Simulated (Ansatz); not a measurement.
Formation energy of the bound charge states of H interstitial in diamond (start: void with 4C nearest; 64-site cell, 2×2×2 shifted sampling) against the Fermi level, impurity bounded by its compound with the host (Δμ(H) = -0.35 eV, bounded by CH4 molecule; only phases computed here count, gases as isolated molecules at 0 K). Computed with PBE, PAW (plane waves to 420 eV; Ansatz, a first-principles code).

Cell and caveats: 64-site cell; 2×2×2 shifted k-points; host gap 4.13 eV; charged states image-corrected; not converged in cell size; flagged in the runs: a strain field that reaches the edge of the cell.

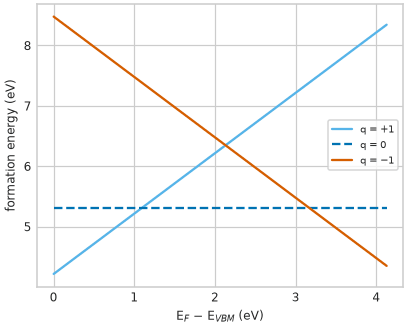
Figure. Formation energy of each charge state against the Fermi level

Crossings of the lowest lines: (+1/0) at 1.09 eV; (0/−1) at 3.17 eV. At the valence-band maximum: q = +1: 4.22 eV; q = 0: 5.31 eV; q = −1: 8.48 eV.
